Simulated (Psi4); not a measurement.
SeO2: a line through the functionals

SeO2: 3 atoms, total charge 0, spin state singlet. As SMILES, `O=[Se]=O`. Geometry: relaxed at PBE0-D4/def2-TZVP.

The electronic atomisation energy y, in eV, basis def2-TZVPP; a is the functional's share of exact exchange. Programs: Psi4 1.11.

| functional | program | a | y (eV) |
| --- | --- | --- | --- |
| r2SCAN | Psi4 | 0 | 9.12 |
| TPSS | Psi4 | 0 | 9.16 |
| B3LYP | Psi4 | 0.2 | ? |
| PBE0 | Psi4 | 0.25 | 8.60 |
| BHLYP | Psi4 | 0.5 | 6.95 |

Q: Fit y = c + s·a to the known rows and predict B3LYP.

A: 
1. Means of the 4 rows: a = 0.1875, y = 8.457.
2. Σ(Δa)² = 0.17188, Σ(Δa·Δy) = -0.71812, so the slope is -0.71812/0.17188 = -4.178.
3. Intercept: 8.457 − (-4.178) × 0.1875 = 9.240. The largest residual of the fit is 0.40.
4. B3LYP: 9.240 + (-4.178) × 0.2 = 8.40 eV.

The run gave 8.64 eV, so the prediction is off by -0.24 eV, within the largest residual.

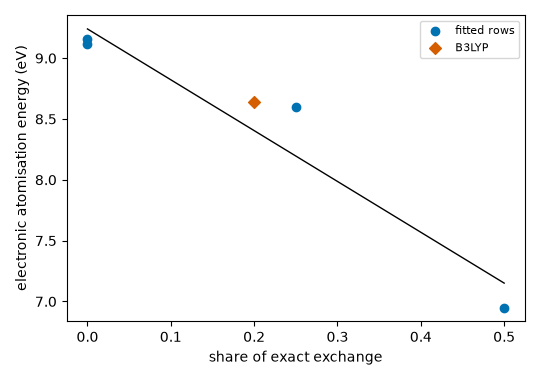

The fitted line, with the withheld row.
